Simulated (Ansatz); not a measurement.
Input

```
crystal:
  lattice:
    - [6.9485327961, 0.0, 0.0]
    - [0.0, 9.8576184919, 0.0]
    - [0.0, 0.0, 3.3544970811]
  atoms:
    - { symbol: Cd, position: [0.5, 0.5, 0.0] }
    - { symbol: Cd, position: [0.0, 0.0, 0.0] }
    - { symbol: Sb, position: [0.1008831232, 0.7025214154, 0.5] }
    - { symbol: Sb, position: [0.8991168768, 0.2974785846, 0.5] }
    - { symbol: Sb, position: [0.6008831232, 0.7974785846, 0.5] }
    - { symbol: Sb, position: [0.3991168768, 0.2025214154, 0.5] }
    - { symbol: O, position: [0.6898782478, 0.694045354, 0.0] }
    - { symbol: O, position: [0.3101217522, 0.305954646, 0.0] }
    - { symbol: O, position: [0.609390953, 0.3636006013, 0.5] }
    - { symbol: O, position: [0.390609047, 0.6363993987, 0.5] }
    - { symbol: O, position: [0.1898782478, 0.805954646, 0.0] }
    - { symbol: O, position: [0.8101217522, 0.194045354, 0.0] }
    - { symbol: O, position: [0.890609047, 0.8636006013, 0.5] }
    - { symbol: O, position: [0.109390953, 0.1363993987, 0.5] }
basis:
  ecutwfc: 420
kpoints:
  mp_grid: { grid: [4, 4, 8] }
hamiltonian:
  xc: pbe
scf:
  occupations: { method: gaussian, width: 0.02 }
output:
  forces: true
  stress: true
  eigenvalues: true
  write_density: true
  write_potential: true
  elf: true
  volumetric_format: npy
relax:
  adjacent_minimum: "off"
  f_tol: 0.01
  max_steps: 30
  cell: { stress_tol: 0.1, fix: [volume] }
```

Launched as:

```sh
ansatz run input.yaml --threads 1 --pin off --max-ram 2560MiB --backend cpu --events-out ev --progress --plain --runs-dir out
```

Below, planes, directions and counts refer to the conventional cell (a = 6.85 Å, b = 9.89 Å, c = 3.39 Å, α = 90.00°, β = 90.00°, γ = 90.00°).

The fields are those of the relaxed geometry.

Space group Pbam; a generated structure, not necessarily the stable one; changed on purpose from its base cell (volume × 0.94, shape and atoms relaxed); computed pressure about 3 GPa in this cell.

The calculation used Ansatz, DFT PBE, scalar-relativistic, plane waves, PAW.

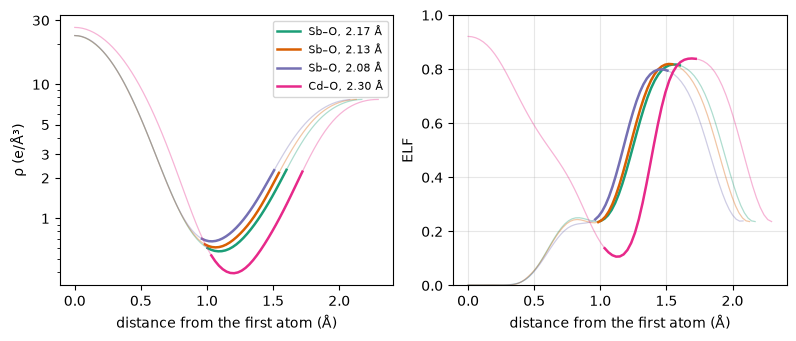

CdSb₂O₄. Valence charge density (pseudo) and ELF along straight lines between neighbouring atoms. Thin, pale parts lie inside the atomic spheres.

Core electrons are frozen (PAW), and the valence fields are smoothed inside the atomic spheres.

Compare the contacts.

Sb–O (2.17 Å): ρ at the midpoint is about 0.57 e/Å³; the ELF peaks at about 0.80 in the valence shell of O, 0.6 Å from its nucleus, and is about 0.30 at the midpoint: no localised pair shows between them.
Sb–O (2.13 Å): ρ at the midpoint is about 0.61 e/Å³; the ELF peaks at about 0.80 in the valence shell of O, 0.6 Å from its nucleus, and is about 0.25 at the midpoint (no shared electron pair shows on this line).
Sb–O (2.08 Å): the density is about 0.67 e/Å³ at the midpoint; the ELF peaks at about 0.80 in the valence shell of O, 0.6 Å from its nucleus, and is about 0.30 at the midpoint (no shared electron pair shows on this line).
Cd–O (2.30 Å): ρ at the midpoint is about 0.4 e/Å³; the ELF peaks at about 0.85 in the valence shell of O, 0.6 Å from its nucleus, and drops to about 0.10 between the two atoms: no localised pair shows between them.
